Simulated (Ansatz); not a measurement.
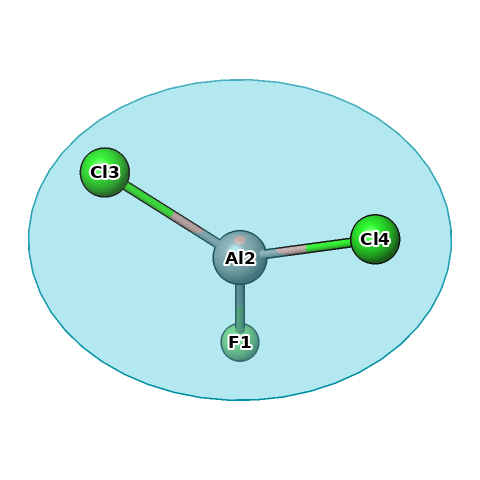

A disc through the centre of mass is drawn in. Distant atoms are faded towards the background colour. The geometry was computed by an optimisation with PBE-D4/def2-SVP. No frequency run is at hand to confirm it as a minimum.

### Is the plane of the disc a mirror plane of the structure?

No. The point group is C2v, with 1 C2 axis and 2 mirror planes, and this plane isn't one of its mirror planes.
